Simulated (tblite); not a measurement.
# C7H9FGe: the cost of one run

The runs use tblite 0.8.0 and PySCF 2.14.0, with density-fitted response routines of our own; the level of theory stands in each step. All values are computed, except where a source is named. Atoms are numbered from 0 throughout.

**1. The molecule as given**

18 atoms, charge 0, multiplicity 1; geometry from: force field or distance geometry start.

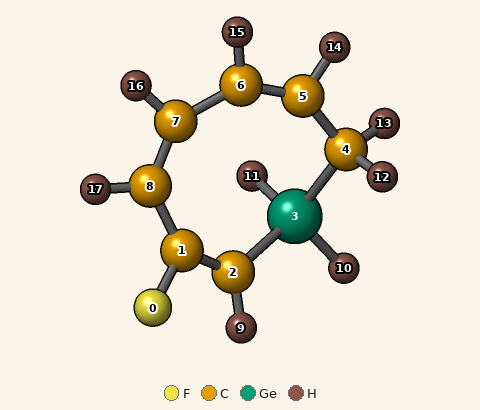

As it starts; fluorine yellow, carbon amber, germanium teal, hydrogen brown, atoms numbered; sticks join atoms by distance.

**2. Relaxing the molecule with GFN2-xTB**

The job: settings as JSON, then the geometry in Å.

```
{"job": {"kind": "relax", "xc": "GFN2-xTB", "basis": "xTB"}, "charge": 0, "multiplicity": 1}
F     -1.580800    -2.861900     0.589200
C     -1.031100    -1.718600     0.107300
C      0.269500    -1.931700    -0.097800
Ge     1.608700    -0.698900    -0.780800
C      1.716100     0.866200     0.330700
C      0.492200     1.693500     0.371000
C     -0.809500     1.638000     0.279500
C     -1.863700     0.668600     0.073300
C     -1.996800    -0.652300    -0.002600
H      0.627500    -2.920000     0.127000
H      2.941300    -1.469200    -0.812400
H      1.259100    -0.253900    -2.212100
H      2.071100     0.601700     1.368700
H      2.589900     1.472400    -0.075200
H      0.790200     2.750600     0.555400
H     -1.254300     2.621900     0.418600
H     -2.815900     1.158500    -0.067800
H     -3.022200    -0.958600    -0.183800
```

Launch:

```
$ OMP_NUM_THREADS=1 python probes_run.py task.json out
```

One launch serves the whole session: the jobs run in the order shown.

Q: Estimate the wall time and peak memory of this first job on 1 thread of Arm Neoverse N1, shared host.

About 1.9 s, with a peak of 0.18 GiB.
